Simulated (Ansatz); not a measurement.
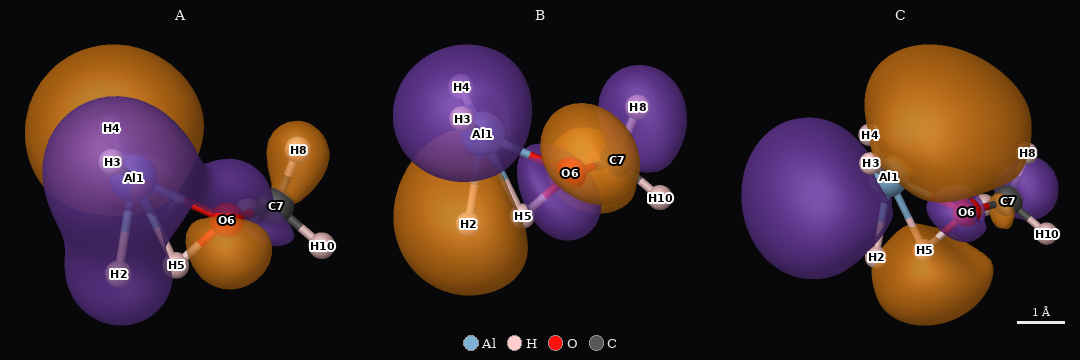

Figure 1: CH$_{7}$AlO. Three frontier orbitals at ±0.06 Å⁻³ᐟ² (orange and purple are the two phases), in no order.

A transition-state structure; geometry: PBE0-D4/def2-TZVP.

These are results of RKS PBE0-D4/def2-TZVPP (Ansatz), not measurements.

Input file:

```
crystal:
  periodic: [false, false, false]
  atoms:
    - {symbol: Al, position_ang: [-0.996705, -0.112754, -1.089706]}
    - {symbol: H, position_ang: [0.311654, 0.919610, -1.724493]}
    - {symbol: H, position_ang: [-1.373522, -1.235572, -2.134856]}
    - {symbol: H, position_ang: [-2.047904, 0.773832, -0.301430]}
    - {symbol: H, position_ang: [0.712751, 0.386636, -0.920565]}
    - {symbol: O, position_ang: [0.501316, -0.492268, -0.067188]}
    - {symbol: C, position_ang: [0.686035, -0.127017, 1.287125]}
    - {symbol: H, position_ang: [0.029333, -0.727060, 1.921869]}
    - {symbol: H, position_ang: [0.455114, 0.930600, 1.454745]}
    - {symbol: H, position_ang: [1.722029, -0.316007, 1.574498]}
basis:
  gaussian: {orbitals: def2-TZVPP}
hamiltonian: {xc: pbe0, dispersion: d4}
output: {orbitals: {seedname: orbitals}}
```

Run with:

```sh
ansatz run in.yaml --threads 2 --pin off --events-out ev --progress --plain --max-ram 4352MiB
```

Question: Order the three orbitals by energy and name them.

Answer: A is the HOMO−1 (−8.28 eV). Its weight (Hirshfeld) is mainly on H4 (about 40 %), Al1 (about 30 %), H3 (about 15 %) and O6 (about 10 %). B is the HOMO (−7.96 eV). Its weight (Hirshfeld) is mainly on O6 (about 30 %), H2 (about 20 %), Al1 (about 15 %) and H3 (about 15 %). C is the LUMO (−0.49 eV). By Hirshfeld shares it lies mainly on Al1 (about 60 %), H5 (about 5 %) and H2 (about 5 %).

Question: What is the HOMO–LUMO gap?

Answer: 7.47 eV between the orbital energies.
